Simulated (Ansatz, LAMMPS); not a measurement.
# Electronic structure of liquid (Cs,Na)I at 1400 K (70 atoms), part 2 of 2

What does DFT give for liquid (Cs,Na)I at 1400 K (70 atoms) as built?

Ansatz 0.2.0; Kohn-Sham DFT, PBE, PAW (set soft_2, large core), plane waves.

The cell: 13 Cs, 22 Na and 35 I. The network of bonds at the start is that of the classical potential that made the cell. The ion parameters were fitted for water, not for melts. Only the Γ point is sampled, in a cell whose shortest periodic width is 17 Å. No spin–orbit coupling is included.

So far. Step 3 (Plane-wave single point): The stored curve holds about 516 of the 560 electrons; the rest, give or take the few that broadening carries across the Fermi level, lie in deeper levels below its range.

## Step 3: Plane-wave single point (continued)

The levels nearest the highest filled one (over half full), pooled over k-points and spins:

| level less the highest filled one (eV) | occupation |
| --- | --- |
| -0.233 | 2 |
| -0.196 | 2 |
| -0.144 | 2 |
| -0.130 | 2 |
| -0.037 | 2 |
| 0 | 2 |
| 2.17 | 0 |
| 2.62 | 0 |
| 2.99 | 0 |
| 3.01 | 0 |
| 3.08 | 0 |
| 3.24 | 0 |

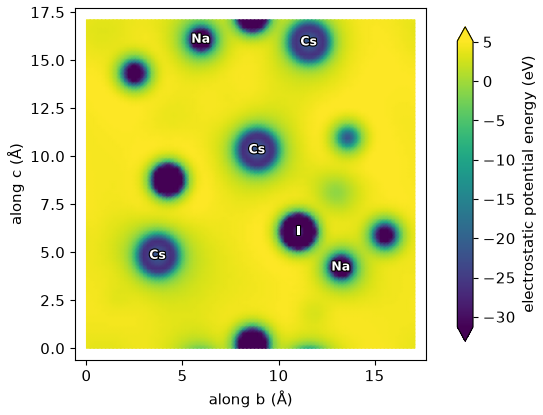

Electrostatic potential energy in the bc plane at fractional x = 0.388, with atoms of Cs and Na and I within 0.2 Å of it. With pseudopotentials it is smooth inside the atoms' cores, unlike the true potential. The map starts off the cell's origin, so that atoms lie inside it.

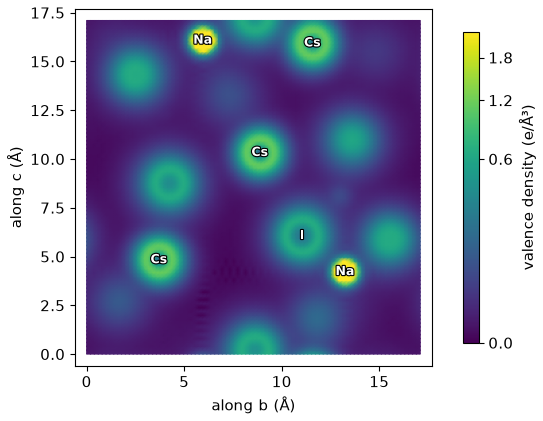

Valence density in the bc plane at fractional x = 0.388, with atoms of Cs and Na and I within 0.2 Å of it. It is the smooth field of the valence electrons, not physical close to the nuclei. The map starts off the cell's origin, so that atoms lie inside it. The colour scale is stretched toward low values.

Mean Löwdin charges: Cs +0.80, I -0.67, Na +0.69 e (they miss 0.35 % of the electrons, so they add up to more than the cell's charge). The largest share in the top eV of filled states is I p (98 % of the projected weight), and in the lowest eV of empty states Na s (62 % of the projected weight).

## Step 4: Distances and neighbours

These statistics describe the geometry on which the runs were made.

Density 2.22 g/cm³, 71.44 Å³ an atom.

g(r), total and by pair (bins of 0.2 Å):

```
r (Å)  total   I-I  I-Na  I-Cs  Na-Na  Na-Cs  Cs-Cs
 2.70   0.54  0.00  1.71  0.00   0.00   0.00   0.00
 2.90   1.61  0.00  5.12  0.00   0.00   0.00   0.00
 3.10   1.51  0.00  4.28  0.90   0.00   0.00   0.00
 3.30   1.43  0.00  2.66  3.17   0.00   0.00   0.00
 3.50   1.46  0.00  2.32  3.21   1.28   0.00   0.00
 3.70   0.91  0.00  1.36  2.27   0.57   0.00   0.00
 3.90   1.17  0.00  1.69  2.60   1.05   0.45   0.00
 4.10   0.53  0.39  0.45  1.33   0.49   0.00   0.00
 4.30   0.75  0.53  0.99  0.94   0.88   0.39   0.00
 4.50   1.08  2.24  0.38  0.42   0.82   1.37   2.38
 4.70   1.10  1.62  0.24  1.59   1.86   1.24   0.00
 4.90   1.01  1.22  0.21  0.91   1.36   2.31   1.94
 5.10   0.91  1.25  0.30  0.34   2.85   1.33   0.00
 5.30   1.17  2.29  0.64  0.45   0.59   1.95   0.84
 5.50   1.02  1.28  0.68  0.59   1.64   1.34   1.54
 5.70   1.20  1.90  0.72  0.54   1.27   2.38   0.00
 5.90   1.05  1.50  0.66  0.50   1.66   1.40   1.35
 6.10   0.88  1.31  0.55  0.47   1.57   0.76   1.28
 6.30   1.03  0.98  1.05  0.76   1.05   1.41   1.21
 6.50   0.96  0.77  1.16  0.84   0.59   1.30   1.13
 6.70   0.90  0.94  1.09  0.97   0.55   0.47   1.05
 6.90   1.19  1.16  1.29  1.19   0.69   0.89   2.94
 7.10   1.03  0.77  1.13  1.14   0.82   0.97   2.36
 7.30   0.95  0.86  1.31  0.91   0.46   0.79   0.43
 7.50   0.98  0.40  1.60  1.40   0.14   0.74   0.42
 7.70   0.85  0.61  1.27  0.88   0.41   0.83   0.00
 7.90   0.96  0.77  0.86  1.68   0.66   0.45   1.90
```

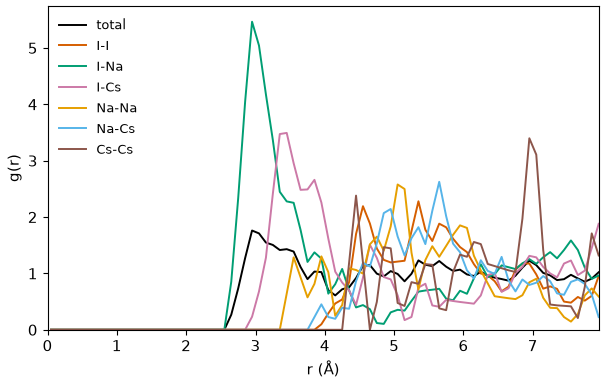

Pair distribution functions, lightly smoothed.

A closer look about I69, which bears the longest force: 15 atoms, nearest first, numbered in the order of the input, with positions taken from that point.

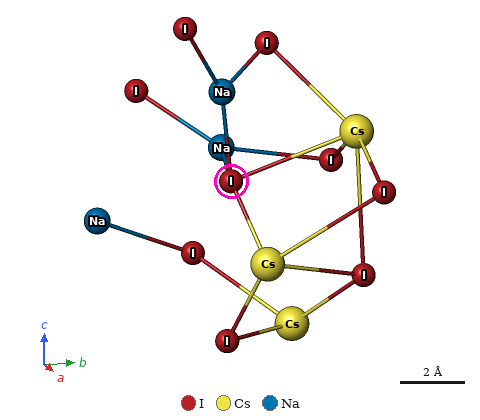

The atoms of the table, within 6.0 Å (arrows a, b, c point along x, y, z); some may hide others; the central atom is ringed.

```
atom      x      y      z  distance (Å)  Löwdin charge (e)     Fx     Fy  Fz (eV/Å)
 I69   0.00   0.00   0.00          0.00              -0.65  -1.17  -0.60       1.77
 Cs5   1.75   0.80  -2.39          3.07               0.81   1.77   0.75      -0.90
Na30   0.55  -0.42   2.99          3.07               0.69   0.05  -0.22      -0.21
Na27  -3.05   0.37   0.53          3.11               0.67  -0.14   0.17       0.02
Cs12   0.21   4.03   1.48          4.30               0.76  -0.34  -0.93      -0.87
 I51  -1.29   1.45   4.17          4.60              -0.62  -0.44   0.22       0.19
 I68   0.23  -0.18  -5.10          5.11              -0.74  -0.07  -0.62      -0.92
 I36  -3.27   3.98  -0.05          5.16              -0.68  -0.12  -0.24       0.13
 I65   0.10   4.28  -3.18          5.33              -0.67   0.49   0.37       0.43
 I54  -4.37  -2.10   2.22          5.33              -0.68   0.33   0.22      -0.36
 I44   3.78   4.12   0.15          5.59              -0.67   0.03   0.11       0.13
Na22  -4.06  -3.44  -1.87          5.64               0.72  -0.26   0.32      -0.08
 Cs2  -1.99   2.42  -5.03          5.93               0.77  -0.50  -0.41      -0.36
 I59  -5.02  -0.12  -3.20          5.95              -0.66   0.15  -0.03       0.37
 I64   1.91  -1.92   5.33          5.97              -0.63   0.12   0.66      -0.30
```

## Step 5: Summary of results

```json
{
  "free energy per atom": "-4105.2792 eV/atom",
  "pressure": "0.1684 GPa",
  "r.m.s. force component": "0.4259 eV/Å",
  "gap (highest filled to lowest empty level)": "2.166 eV",
  "wall time of the 1 DFT run": "23 s"
}
```

The highest filled and lowest empty levels differ by 2.17 eV (at Γ alone); a semilocal functional tends to put such gaps too low. In a disordered cell it changes from sample to sample and from frame to frame.

Caveats: The force components of 0.43 eV/Å r.m.s. reflect the temperature of the frame as well as the gap between the generating potential and DFT. The pressure of a single frame lacks the kinetic term.

[Logs are printed without paths, hosts, clocks, repeated set-up lines and the standing remarks that a program may print on its own settings, such as how far it seeks lower states.]

[Hosts, paths, dates, database ids (printed as entryN), source tags and the programs' standing remarks are cut or masked in the printed files.]
